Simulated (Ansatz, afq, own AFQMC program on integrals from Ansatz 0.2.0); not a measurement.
# SiGeH₃ (doublet): AFQMC on the coupled-cluster ladder at distance Si1–Ge2 = 2.323 Å, cc-pVDZ

How near does AFQMC come to the top of the ladder for SiGeH₃ (doublet)?

Computed with Ansatz 0.2.0, Gaussian basis, and an in-house AFQMC program (afq) on its integrals; all values are calculated. Level: cc-pVDZ, frozen cores.

To be run: PBE (unrestricted); r2SCAN (unrestricted); PBE0 (unrestricted); B3LYP (unrestricted); wB97M-V (unrestricted); B2PLYP (unrestricted); CCSD(T) on UHF; Phaseless AFQMC, CISD trial on UHF; Phaseless AFQMC, single-determinant trial on UHF; Free-projection AFQMC, CISD trial on UHF; CCSD(T) on ROHF; Phaseless AFQMC, CISD trial on ROHF; Phaseless AFQMC, single-determinant trial on ROHF; Free-projection AFQMC, CISD trial on ROHF.

1 further run of the same task is left out (it didn't finish).

### 1 What is computed

The geometry derives from a PBE0/def2-TZVP stationary point (not a proven minimum). One bond is set to the value named and the two fragments are kept rigid. No spin-orbit coupling is included. The filled d shell of Ge may be among the frozen orbitals whatever the setting's name suggests; the logs give the count.

5 atoms, charge 0, spin multiplicity 2.

Atoms are counted from 1 here; the program's logs count them from 0.

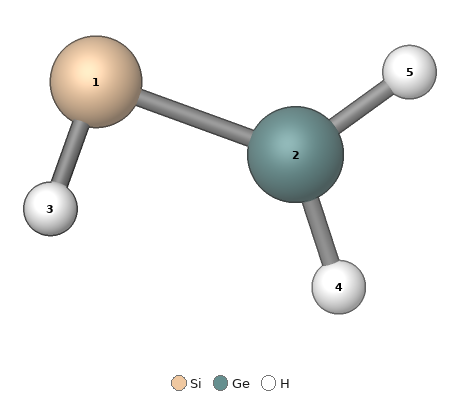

The geometry (silicon light orange, germanium teal, hydrogen white); atoms are numbered from 1 in the order of the file.

### 2 PBE (unrestricted)

File in.yaml:

```yaml
crystal:
  periodic: [false, false, false]
  atoms:
    - {symbol: Si, position_ang: [-0.029136, 0.091097, 1.686343]}
    - {symbol: Ge, position_ang: [0.012867, -0.015562, -0.633584]}
    - {symbol: H, position_ang: [0.234107, -1.409018, 1.752329]}
    - {symbol: H, position_ang: [-0.326649, -1.233564, -1.525626]}
    - {symbol: H, position_ang: [-0.022892, 1.225734, -1.554392]}
basis:
  gaussian: {orbitals: cc-pVDZ}
magnetization: {spin_polarized: true, initial_magnetization: 1}
hamiltonian: {xc: {name: PBE}}
output: {orbitals: {seedname: orbitals}}
```

Command:

```
$ ansatz run in.yaml --threads 1 --pin off --events-out ev --progress --plain --max-ram 1382MiB
```

What it wrote:

```text
Functional definition: PBE
  name "PBE"
  cite "Perdew, Burke & Ernzerhof, Phys. Rev. Lett. 77, 3865 (1996) doi:10.1103/PhysRevLett.77.3865"
  parent pbe
  parameter kappa = 0.804
  parameter beta = 0.06672455060314922
  exchange = pbe_x(kappa = kappa, mu = beta*pi^2/3)
  correlation = pbe_c(beta = beta)
787 factors; their error is unknown
mean field evaluation 1: about -64427.8303 eV, gradient 9.8e0 eV
mean field evaluation 2: about -64427.7918 eV, gradient 9.3e0 eV
mean field evaluation 4: about -64428.6318 eV, gradient 1.0e0 eV
mean field evaluation 8: about -64428.6423 eV, gradient 5.0e-2 eV
mean field evaluation 16: about -64428.6325 eV, gradient 9.5e-5 eV
mean field -64428.63247710 eV, -2367.7085722377 hartree, gradient 3.9e-5 eV, S^2 0.762583; 3 other end points of the search recorded, 0 dependent functions left out
reference -64428.63251109 eV, -2367.7085734869 hartree; 25, 24 occupied and 35, 36 virtual orbitals, 787 factors
Total energy: -64428.63251109 eV, -2367.7085734869 hartree
```

Run time: 2.5 s. Hardware: 1 thread of Arm Neoverse V2, shared host.

From the report: ⟨S²⟩ of the determinant 0.763 (pure doublet: 0.75).

### 3 r2SCAN (unrestricted)

in.yaml: that of step 2 with these lines changed.

```diff
@@ -11,3 +11,2 @@
 magnetization: {spin_polarized: true, initial_magnetization: 1}
-hamiltonian: {xc: {name: PBE}}
-output: {orbitals: {seedname: orbitals}}
+hamiltonian: {xc: {name: r2SCAN}}
```

The command is unchanged.

What it wrote:

```text
Functional definition: r2SCAN
  name "r2SCAN"
  cite "Furness, Kaplan, Ning, Perdew & Sun, J. Phys. Chem. Lett. 11, 8208 (2020) doi:10.1021/acs.jpclett.0c02405"
  cite "Furness, Kaplan, Ning, Perdew & Sun, J. Phys. Chem. Lett. 11, 9248 (2020) doi:10.1021/acs.jpclett.0c03077"
  parent r2scan
  parameter k0 = 0.174
  parameter k1 = 0.065
  parameter a1 = 4.9479
  exchange = r2scan_x(k0 = k0, k1 = k1, a1 = a1)
  correlation = r2scan_c
787 factors; their error is unknown
mean field evaluation 1: about -64439.7598 eV, gradient 7.7e0 eV
mean field evaluation 2: about -64440.0065 eV, gradient 5.4e0 eV
mean field evaluation 4: about -64440.2661 eV, gradient 8.7e-1 eV
mean field evaluation 8: about -64440.2790 eV, gradient 7.9e-2 eV
mean field evaluation 16: about -64440.2693 eV, gradient 3.6e-4 eV
mean field -64440.26930763 eV, -2368.1362178722 hartree, gradient 3.3e-5 eV, S^2 0.788909; 3 other end points of the search recorded, 0 dependent functions left out
reference -64440.26931832 eV, -2368.1362182649 hartree; 25, 24 occupied and 35, 36 virtual orbitals, 787 factors
Total energy: -64440.26931832 eV, -2368.1362182649 hartree
```

It took 7.5 s on 1 thread of Arm Neoverse V2, shared host.

From the report: ⟨S²⟩ of the determinant 0.789 (pure doublet: 0.75).

### 4 PBE0 (unrestricted)

in.yaml: that of step 3 with these lines changed.

```diff
@@ -11,2 +11,3 @@
 magnetization: {spin_polarized: true, initial_magnetization: 1}
-hamiltonian: {xc: {name: r2SCAN}}
+hamiltonian: {xc: {name: PBE0}}
+output: {orbitals: {seedname: orbitals}}
```

Launched as before.

What it wrote, cut to the lines that bear on the results:

```text
Functional definition: PBE0
  name "PBE0"
  cite "Adamo & Barone, J. Chem. Phys. 110, 6158 (1999) doi:10.1063/1.478522"
  cite "Perdew, Burke & Ernzerhof, Phys. Rev. Lett. 77, 3865 (1996) doi:10.1103/PhysRevLett.77.3865"
  parent pbe
[...]
641 factors; integrals over basis functions are off by at most 1.3e-3 eV
[...]
mean field -64430.89152571 eV, -2367.7915907429 hartree, gradient 2.2e-5 eV, S^2 0.776871; 2 other end points of the search recorded, 0 dependent functions left out
reference -64430.89155125 eV, -2367.7915916816 hartree; 25, 24 occupied and 35, 36 virtual orbitals, 641 factors
Total energy: -64430.89155125 eV, -2367.7915916816 hartree
```

Wall time 3.9 s (1 thread of Arm Neoverse V2, shared host).

From the report: ⟨S²⟩ of the determinant 0.777 (pure doublet: 0.75).

### 5 B3LYP (unrestricted)

in.yaml: that of step 4 with these lines changed.

```diff
@@ -11,3 +11,2 @@
 magnetization: {spin_polarized: true, initial_magnetization: 1}
-hamiltonian: {xc: {name: PBE0}}
-output: {orbitals: {seedname: orbitals}}
+hamiltonian: {xc: {name: B3LYP}}
```

Launched as before.

What it wrote, cut to the lines that bear on the results:

```text
Functional definition: B3LYP
  name "B3LYP"
  cite "Stephens, Devlin, Chabalowski & Frisch, J. Phys. Chem. 98, 11623 (1994) doi:10.1021/j100096a001"
  cite "Becke, Phys. Rev. A 38, 3098 (1988) doi:10.1103/PhysRevA.38.3098"
  cite "Lee, Yang & Parr, Phys. Rev. B 37, 785 (1988) doi:10.1103/PhysRevB.37.785"
  cite "Vosko, Wilk & Nusair, Can. J. Phys. 58, 1200 (1980) doi:10.1139/p80-159"
[...]
641 factors; integrals over basis functions are off by at most 1.3e-3 eV
[...]
mean field -64443.27388009 eV, -2368.2466338733 hartree, gradient 4.5e-5 eV, S^2 0.764828; 2 other end points of the search recorded, 0 dependent functions left out
reference -64443.27411091 eV, -2368.2466423560 hartree; 25, 24 occupied and 35, 36 virtual orbitals, 641 factors
Total energy: -64443.27411091 eV, -2368.2466423560 hartree
```

Run time: 3.4 s. Hardware: 1 thread of Arm Neoverse V2, shared host.

From the report: ⟨S²⟩ of the determinant 0.765 (pure doublet: 0.75).

### 6 wB97M-V (unrestricted)

in.yaml: that of step 5 with these lines changed.

```diff
@@ -11,2 +11,3 @@
 magnetization: {spin_polarized: true, initial_magnetization: 1}
-hamiltonian: {xc: {name: B3LYP}}
+hamiltonian: {xc: {name: wB97M-V}}
+output: {orbitals: {seedname: orbitals}}
```

Same command.

What it wrote, cut to the lines that bear on the results:

```text
Functional definition: wB97M-V
  name "wB97M-V"
  cite "Mardirossian & Head-Gordon, J. Chem. Phys. 144, 214110 (2016) doi:10.1063/1.4952647"
  cite "Becke, J. Chem. Phys. 107, 8554 (1997) doi:10.1063/1.475007"
  cite "Vydrov & Van Voorhis, J. Chem. Phys. 133, 244103 (2010) doi:10.1063/1.3521275"
  # Of w^i u^j: cxij and so on, Table III.
[...]
  gx(w, u) = 1 - cx + cx01*u + cx10*w
  gss(w, u) = css00 + css04*u^4 + css10*w + css20*w^2 + css43*w^4*u^3
  gos(w, u) = cos00 + cos10*w + (cos20 + cos21*u)*w^2 + (cos60 + cos61*u)*w^6
[...]
      + integral(e_c_pw_mod_opposite_spin*gos(b97_w_opposite, b97_u_opposite)) + vv10(b, c)
641 factors; integrals over basis functions are off by at most 1.3e-3 eV
203 factors; integrals over basis functions are off by at most 9.1e-6 eV
[...]
mean field -64437.34302148 eV, -2368.0286788397 hartree, gradient 3.0e-5 eV, S^2 0.760230; 2 other end points of the search recorded, 0 dependent functions left out
reference -64437.34305767 eV, -2368.0286801694 hartree; 25, 24 occupied and 35, 36 virtual orbitals, 641 factors
Total energy: -64437.34305767 eV, -2368.0286801694 hartree
```

Wall time 18 s (1 thread of Arm Neoverse V2, shared host); peak memory 0.26 GiB.

From the report: ⟨S²⟩ of the determinant 0.760 (pure doublet: 0.75).

### 7 B2PLYP (unrestricted)

in.yaml: that of step 6 with these lines changed.

```diff
@@ -11,3 +11,3 @@
 magnetization: {spin_polarized: true, initial_magnetization: 1}
-hamiltonian: {xc: {name: wB97M-V}}
-output: {orbitals: {seedname: orbitals}}
+hamiltonian: {xc: {name: B2PLYP}}
+correlation: {electrons: outside_noble_gas}
```

Same command.

What it wrote, cut to the lines that bear on the results:

```text
Functional definition: B2PLYP
  name "B2PLYP"
  cite "Grimme, J. Chem. Phys. 124, 034108 (2006) doi:10.1063/1.2148954"
  cite "Becke, Phys. Rev. A 38, 3098 (1988) doi:10.1103/PhysRevA.38.3098"
  cite "Lee, Yang & Parr, Phys. Rev. B 37, 785 (1988) doi:10.1103/PhysRevB.37.785"
[...]
641 factors; integrals over basis functions are off by at most 1.3e-3 eV
[...]
mean field -64424.75101968 eV, -2367.5659313085 hartree, gradient 4.9e-6 eV, S^2 0.794648; 2 other end points of the search recorded, 0 dependent functions left out
19 core orbitals not correlated: weight in the atoms' cores, before any rotation towards them, 0.999 or more for the frozen orbitals, at most 0.000 for the correlated occupied ones
reference -64424.75116631 eV, -2367.5659366970 hartree; 6, 5 occupied and 35, 36 virtual orbitals, 641 factors
second order -5.81042090 eV of doubles, -0.00000000 eV of singles
Total energy: -64426.31997995 eV, -2367.6235895350 hartree
```

Run time: 4.2 s. Hardware: 1 thread of Arm Neoverse V2, shared host.

From the report: ⟨S²⟩ of the determinant 0.795 (pure doublet: 0.75).

### 8 CCSD(T) on UHF

in.yaml: that of step 7 with these lines changed.

```diff
@@ -11,3 +11,2 @@
 magnetization: {spin_polarized: true, initial_magnetization: 1}
-hamiltonian: {xc: {name: B2PLYP}}
-correlation: {electrons: outside_noble_gas}
+correlation: {method: ccsd_t, electrons: outside_noble_gas, hamiltonian_folder: ham}
```

Same command.

What it wrote, cut to the lines that bear on the results:

```text
Functional definition: HF
  name "HF"
  cite "Fock, Z. Phys. 61, 126 (1930) doi:10.1007/BF01340294"
  parent pbe
[...]
641 factors; integrals over basis functions are off by at most 1.3e-3 eV
[...]
mean field -64380.35338247 eV, -2365.9343482349 hartree, gradient 2.9e-6 eV, S^2 0.956250; 6 other end points of the search recorded, 0 dependent functions left out
determinant -64380.35338247 eV, -2365.9343482349 hartree, with singles and doubles -64385.95154925 eV, -2366.1400770694 hartree
determinant -64378.85134819 eV, -2365.8791494933 hartree, with singles and doubles -64384.82821664 eV, -2366.0987953577 hartree
determinant -64378.20509058 eV, -2365.8553999640 hartree, with singles and doubles -64383.54147500 eV, -2366.0515084743 hartree
determinant -64377.11255845 eV, -2365.8152501490 hartree, with singles and doubles -64383.19292915 eV, -2366.0386996507 hartree
19 core orbitals not correlated: weight in the atoms' cores, before any rotation towards them, 0.999 or more for the frozen orbitals, at most 0.000 for the correlated occupied ones
reference -64380.35338247 eV, -2365.9343482349 hartree; 6, 5 occupied and 35, 36 virtual orbitals, 641 factors
second order -4.37790669 eV of doubles, -0.00000000 eV of singles
cycle   1  -5.59989028 eV  change   -1.7e-3 eV  update   3.5e-3
[...]
cycle  13  -5.60459776 eV  change    4.0e-6 eV  update   2.2e-6
perturbative correction -0.18209107 eV, -0.0066917232 hartree
Total energy: -64386.14007129 eV, -2366.1470051268 hartree
```

It took 7 s on 1 thread of Arm Neoverse V2, shared host.

From the report: ⟨S²⟩ of the determinant 0.956 (pure doublet: 0.75); correlation -5.7867 eV; T1 0.047; largest double amplitude 0.07.

This run also writes the integrals to the folder ham.

### 9 Phaseless AFQMC, CISD trial on UHF

It reads the integrals that the CCSD(T) run on this determinant wrote.

Command:

```
$ afq ham --method phaseless --trial cisd --walkers 60 --populations 1 --least-time 40 --time-step 0.005 --steps-per-block 50 --equilibration-blocks 28 --max-blocks 300 --target-error 0.0004 --factor-cut 1e-05 --start spin_pure --seed 9941 --release-times 0.24,0.51,0.99,1.62,2.4 --release-step 0.03 --release-every 4 --taylor-order 6
```

What it wrote:

```text
orbitals 41  electrons 6 5  factors 331 of 641
reference energy -2365.93434823 Eh
CCSD correlation -0.20596496 Eh in 18 cycles, weight of the determinant in the CISD state 0.8217
energy of the start -2366.129559 Eh
 block  time / (1/Eh)  mean weight  energy / Eh
     1     0.250  1.0010  -2366.130438
     2     0.500  1.0010  -2366.132924
     3     0.750  0.9990  -2366.136972
     4     1.000  1.0009  -2366.138780
     5     1.250  1.0003  -2366.139436
     6     1.500  1.0006  -2366.142749
     7     1.750  0.9995  -2366.143728
     8     2.000  1.0007  -2366.145683
     9     2.250  0.9996  -2366.144880
    10     2.500  0.9984  -2366.149235
    17     4.250  1.0004  -2366.148459
    25     6.250  1.0000  -2366.147788
    33     8.250  1.0003  -2366.153580
    41    10.250  0.9997  -2366.154611
    49    12.250  1.0003  -2366.148226
    57    14.250  1.0012  -2366.151050
    65    16.250  1.0004  -2366.142179
    73    18.250  1.0008  -2366.144389
    81    20.250  0.9998  -2366.150078
    89    22.250  1.0024  -2366.150913
    97    24.250  0.9982  -2366.148979
   105    26.250  0.9993  -2366.149135
   113    28.250  1.0004  -2366.146289
   121    30.250  1.0004  -2366.149036
   129    32.250  1.0010  -2366.141638
   137    34.250  1.0002  -2366.152211
   145    36.250  0.9994  -2366.148681
   153    38.250  0.9988  -2366.147769
   161    40.250  0.9995  -2366.149699
   169    42.250  1.0011  -2366.149939
   177    44.250  0.9994  -2366.148949
   185    46.250  0.9991  -2366.140435
   193    48.250  0.9983  -2366.148514
   201    50.250  0.9985  -2366.150405
   209    52.250  1.0017  -2366.150038
   217    54.250  1.0013  -2366.143198
   225    56.250  1.0014  -2366.147242
   233    58.250  1.0007  -2366.156885
   241    60.250  0.9990  -2366.148956
   249    62.250  0.9997  -2366.150959
   257    64.250  1.0003  -2366.145615
   265    66.250  1.0006  -2366.145056
   273    68.250  1.0007  -2366.154969
   281    70.250  1.0022  -2366.148291
   289    72.250  0.9994  -2366.145851
   297    74.250  1.0002  -2366.149611
   305    76.250  0.9994  -2366.152803
   313    78.250  0.9980  -2366.155458
   321    80.250  1.0012  -2366.146345
blocks merged  error / Eh  count
     1  0.000215  300
     2  0.000271  150
     4  0.000344  75
     8  0.000422  37
    16  0.000423  18
    32  0.000346  9
released: time / (1/Eh)  energy / Eh  error  mean overlap
  0.24  -2366.148803  0.000417  1.0000
  0.51  -2366.148585  0.000373  1.0199
  0.99  -2366.148931  0.000311  1.0195
  1.62  -2366.149911  0.000438  1.0023
  2.40  -2366.149485  0.000527  1.0000
energy -2366.148972 +/- 0.000423 Eh
```

Run time: 8.6 min. Hardware: 1 thread of Arm Neoverse V2, shared host.

Energy -64386.1936 ± 0.0115 eV. Caveats: constraint bias not in the error.

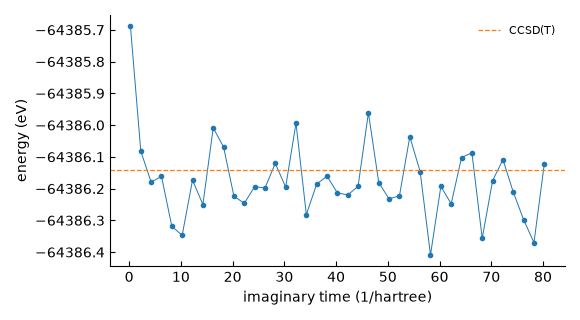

Block energies along the walk.

### 10 Phaseless AFQMC, single-determinant trial on UHF

It reads the integrals that the CCSD(T) run on this determinant wrote.

Command:

```
$ afq ham --method phaseless --trial hf --walkers 120 --populations 1 --least-time 40 --time-step 0.005 --steps-per-block 20 --equilibration-blocks 112 --max-blocks 600 --target-error 0.0012000000000000001 --factor-cut 1e-05 --start spin_pure --seed 3750 --taylor-order 6
```

What it wrote:

```text
orbitals 41  electrons 6 5  factors 331 of 641
reference energy -2365.93434823 Eh
CCSD correlation -0.20596496 Eh in 18 cycles, weight of the determinant in the CISD state 0.8217
energy of the start -2365.937098 Eh
 block  time / (1/Eh)  mean weight  energy / Eh
     1     0.100  1.0006  -2365.969456
     2     0.200  0.9997  -2365.995862
     3     0.300  1.0007  -2366.013500
     4     0.400  1.0018  -2366.033946
     5     0.500  1.0011  -2366.046111
     6     0.600  1.0011  -2366.063003
     7     0.700  1.0019  -2366.074716
     8     0.800  1.0020  -2366.081374
     9     0.900  0.9995  -2366.080707
    10     1.000  1.0004  -2366.093394
    18     1.800  0.9992  -2366.133488
    35     3.500  1.0009  -2366.131398
    52     5.200  0.9985  -2366.123653
    69     6.900  1.0005  -2366.135372
    86     8.600  0.9987  -2366.169289
   103    10.300  1.0007  -2366.153058
   120    12.000  0.9994  -2366.156932
   137    13.700  0.9982  -2366.148130
   154    15.400  1.0000  -2366.144274
   171    17.100  1.0016  -2366.144344
   188    18.800  1.0004  -2366.161888
   205    20.500  0.9993  -2366.169887
   222    22.200  1.0001  -2366.150519
   239    23.900  0.9989  -2366.132846
   256    25.600  1.0008  -2366.148092
   273    27.300  1.0001  -2366.151246
   290    29.000  0.9998  -2366.152519
   307    30.700  1.0005  -2366.146693
   324    32.400  1.0004  -2366.154689
   341    34.100  1.0014  -2366.154214
   358    35.800  1.0003  -2366.181838
   375    37.500  1.0012  -2366.147533
   392    39.200  1.0004  -2366.143392
   409    40.900  1.0003  -2366.153928
   426    42.600  0.9992  -2366.133408
   443    44.300  0.9997  -2366.119161
   460    46.000  0.9992  -2366.133649
   477    47.700  0.9994  -2366.155956
   494    49.400  1.0000  -2366.143487
   511    51.100  1.0003  -2366.164639
   528    52.800  1.0000  -2366.134009
   545    54.500  0.9998  -2366.133106
   562    56.200  1.0008  -2366.143868
   579    57.900  0.9993  -2366.145061
   596    59.600  1.0002  -2366.144190
   613    61.300  1.0012  -2366.210499
   630    63.000  1.0008  -2366.152421
   647    64.700  0.9993  -2366.132115
   664    66.400  0.9995  -2366.159527
   681    68.100  0.9992  -2366.151011
   698    69.800  1.0000  -2366.157563
blocks merged  error / Eh  count
     1  0.000681  600
     2  0.000927  300
     4  0.001242  150
     8  0.001591  75
    16  0.001933  37
    32  0.002083  18
    64  0.002242  9
energy -2366.149152 +/- 0.002083 Eh
```

Run time: 4.7 min. Hardware: 1 thread of Arm Neoverse V2, shared host.

Energy -64386.1985 ± 0.0567 eV. Caveats: constraint bias not in the error; error above the target.

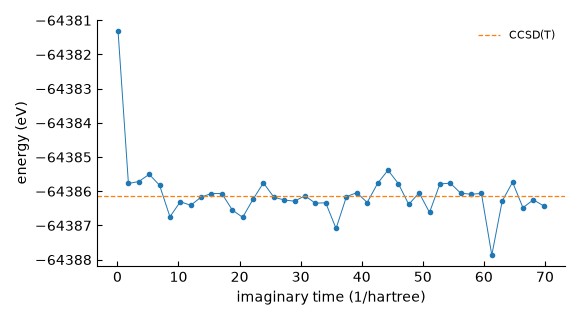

Block energies along the walk.

### 11 Free-projection AFQMC, CISD trial on UHF

It reads the integrals that the CCSD(T) run on this determinant wrote.

Command:

```
$ afq ham --method free --trial cisd --walkers 60 --time-step 0.03 --max-blocks 80 --target-error 0.0004 --factor-cut 1e-05 --seed 8561 --times 0,0.21,0.42,0.81,1.2,1.8,2.4,3 --taylor-order 8
```

What it wrote:

```text
orbitals 41  electrons 6 5  factors 331 of 641
reference energy -2365.93434823 Eh
CCSD correlation -0.20596496 Eh in 18 cycles, weight of the determinant in the CISD state 0.8217
repeat  energy at the last time / Eh  error
    10  -2366.149380  0.001657
    20  -2366.148462  0.001150
    30  -2366.148673  0.000907
    40  -2366.149124  0.000743
    50  -2366.148995  0.000611
    60  -2366.149179  0.000554
    70  -2366.149082  0.000505
    80  -2366.149358  0.000496
time / (1/Eh)  energy / Eh  error  mean overlap
  0.00  -2366.140413  0.000163  1.2182
  0.21  -2366.142781  0.000190  1.2234
  0.42  -2366.144632  0.000197  1.2168
  0.81  -2366.146340  0.000206  1.2238
  1.20  -2366.147576  0.000293  1.2106
  1.80  -2366.148519  0.000361  1.2078
  2.40  -2366.148535  0.000423  1.2199
  3.00  -2366.149358  0.000496  1.2050
energy -2366.149358 +/- 0.000496 Eh
```

Wall time 4.8 min (1 thread of Arm Neoverse V2, shared host).

Energy -64386.2041 ± 0.0135 eV. Caveats: remainder of the start not in the error; start is not spin pure.

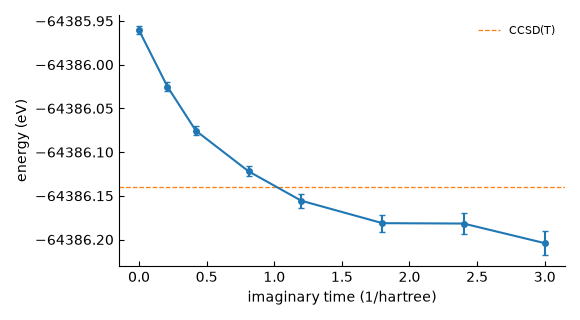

Energy against projection time, with error bars.

### 12 CCSD(T) on ROHF

in.yaml: that of step 8 with these lines changed.

```diff
@@ -10,3 +10,3 @@
   gaussian: {orbitals: cc-pVDZ}
-magnetization: {spin_polarized: true, initial_magnetization: 1}
+magnetization: {spin_polarized: false, initial_magnetization: 1}
 correlation: {method: ccsd_t, electrons: outside_noble_gas, hamiltonian_folder: ham}
```

Command:

```
$ ansatz run in.yaml --threads 1 --pin off --events-out ev --progress --plain --max-ram 1382MiB
```

What it wrote, cut to the lines that bear on the results:

```text
Functional definition: HF
  name "HF"
  cite "Fock, Z. Phys. 61, 126 (1930) doi:10.1007/BF01340294"
  parent pbe
[...]
641 factors; integrals over basis functions are off by at most 1.3e-3 eV
[...]
mean field -64380.18603447 eV, -2365.9281983094 hartree, gradient 1.6e-6 eV, S^2 0.750000; 5 other end points of the search recorded, 0 dependent functions left out
[...]
determinant -64380.18603447 eV, -2365.9281983094 hartree, with singles and doubles -64385.94837147 eV, -2366.1399602882 hartree
determinant -64378.72264703 eV, -2365.8744198129 hartree, with singles and doubles -64384.83081142 eV, -2366.0988907139 hartree
determinant -64377.23671064 eV, -2365.8198126578 hartree, with singles and doubles -64383.37350842 eV, -2366.0453358164 hartree
19 core orbitals not correlated: weight in the atoms' cores, before any rotation towards them, 0.999 or more for the frozen orbitals, at most 0.000 for the correlated occupied ones
reference -64380.18603447 eV, -2365.9281983094 hartree; 6, 5 occupied and 35, 36 virtual orbitals, 641 factors
second order -4.59105466 eV of doubles, -0.04021480 eV of singles
cycle   1  -5.76318769 eV  change   -8.5e-4 eV  update   5.0e-3
[...]
cycle   9  -5.76941191 eV  change    4.6e-6 eV  update   9.6e-6
perturbative correction -0.18702244 eV, -0.0068729479 hartree
Total energy: -64386.14246882 eV, -2366.1470932342 hartree
```

It took 4.1 s on 1 thread of Arm Neoverse V2, shared host.

From the report: correlation -5.9564 eV; T1 0.037; largest double amplitude 0.07.

This run also writes the integrals to the folder ham.

[end of part 1 of 2]
